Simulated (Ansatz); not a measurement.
Fields on a plane of SnS (GeS type, space group Pnma)

```yaml
crystal:
  lattice:
    - [11.15496, 0.00000, 0.00000]
    - [0.00000, 3.99977, 0.00000]
    - [0.00000, 0.00000, 4.26144]
  atoms:
    - { symbol: Sn, position: [0.61841, 0.75000, 0.61182] }
    - { symbol: Sn, position: [0.88159, 0.25000, 0.11182] }
    - { symbol: Sn, position: [0.38159, 0.25000, 0.38818] }
    - { symbol: Sn, position: [0.11841, 0.75000, 0.88818] }
    - { symbol: S, position: [0.35287, 0.75000, 0.97527] }
    - { symbol: S, position: [0.14713, 0.25000, 0.47527] }
    - { symbol: S, position: [0.64713, 0.25000, 0.02473] }
    - { symbol: S, position: [0.85287, 0.75000, 0.52473] }
```

The slice is a (100) plane (indices of the conventional cell) through the point (0.118, 0.750, 0.888) (fractional), spanned by u = [010] and v = [001] in vectors of this cell: u (4.00 Å) and v (4.26 Å, at 90° to u). It covers one period; positions are fractions (u, v).

Atoms on it: Sn at (0.00, 0.00). Other atoms lie within 1 Å of the plane.

Computed with PBE-D3(BJ) (plane waves to 420 eV, PAW, scalar-relativistic; Ansatz, a program for electronic structure). k mesh 3×8×8. Near the nuclei the fields are pseudised (PAW); where an atom keeps semicore shells as valence, they peak there. SnS was relaxed with its symmetry unable to fall.

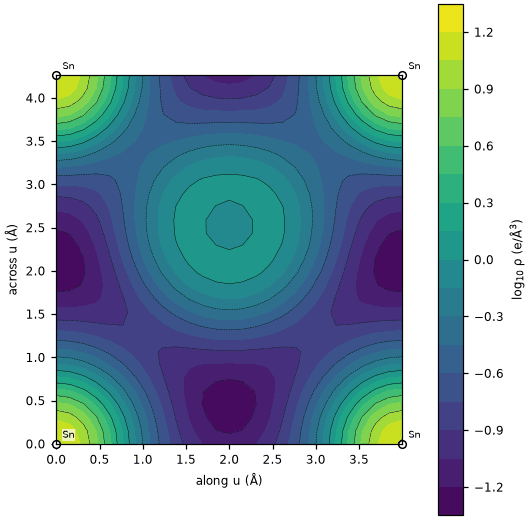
Figure: Log₁₀ of the valence density in e/Å³, one period of the plane, atoms marked. The scale is logarithmic, as a density can span decades between atoms and voids.

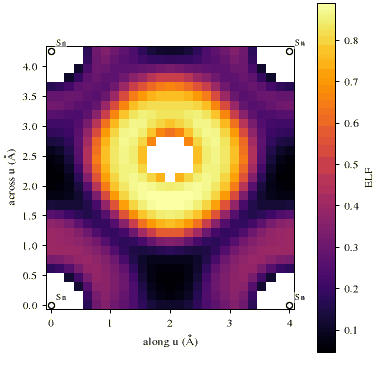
Figure: Electron localisation function (ELF), one period of the plane, atoms marked. Points within 0.5 Å of a nucleus are left white, as the pseudised field means little there.
